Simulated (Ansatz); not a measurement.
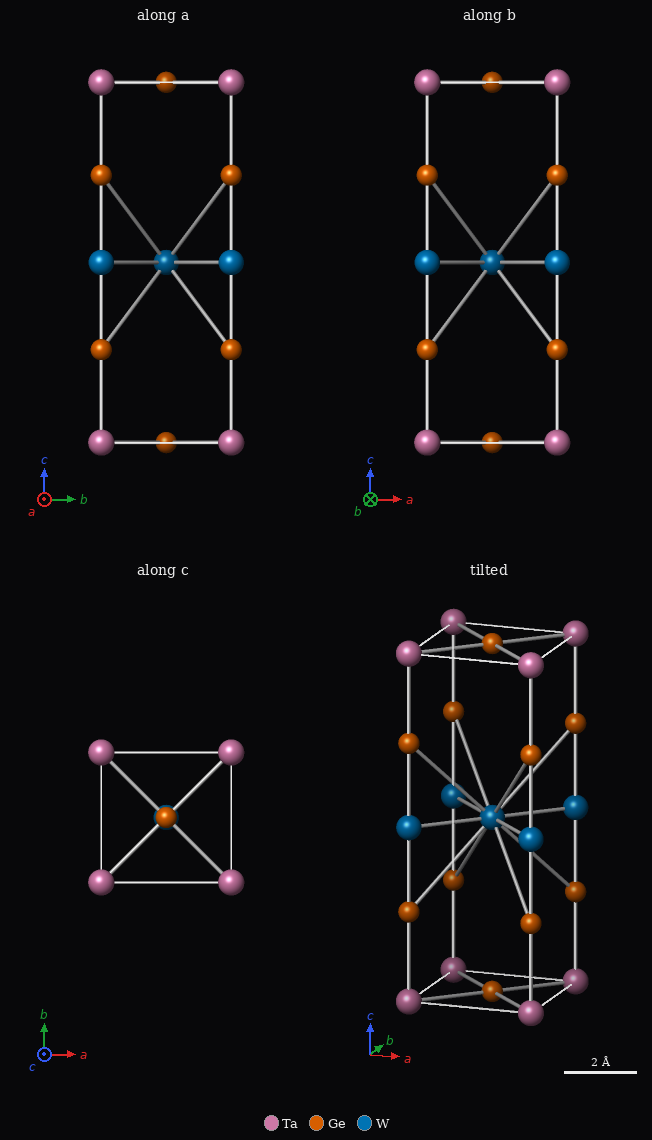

Crystal structure, ball-and-stick style, seen along the a axis, along the b axis, along the c axis and slightly off an axis. The frame is the conventional unit cell; atoms at its boundary are shown with their periodic copies.

Lattice parameters: a = 3.6384 Å, b = 3.6384 Å, c = 10.0850 Å, α = 90.000°, β = 90.000°, γ = 90.000°.

Question: Put the structure into a CIF in P1 with every atom of the cell, with free fractional coordinates to two decimals.

Answer:
```cif
data_structure
_symmetry_space_group_name_H-M 'P 1'
_symmetry_Int_Tables_number 1
_cell_length_a 3.6384
_cell_length_b 3.6384
_cell_length_c 10.0850
_cell_angle_alpha 90.000
_cell_angle_beta 90.000
_cell_angle_gamma 90.000
_cell_volume 133.51
loop_
_atom_site_label
_atom_site_type_symbol
_atom_site_fract_x
_atom_site_fract_y
_atom_site_fract_z
_atom_site_occupancy
Ta1 Ta 0.00 0.00 0.00 1
Ge1 Ge 0.00 0.00 0.26 1
Ge2 Ge 0.00 0.00 0.74 1
Ge3 Ge 0.50 0.50 0.00 1
W1 W 0.00 0.00 0.50 1
W2 W 0.50 0.50 0.50 1
```

The initial geometry was a random cell made by a generator, so it need not be a real form of the compound. The geometry was optimised with Ansatz, DFT PBE, scalar-relativistic, plane waves, PAW.
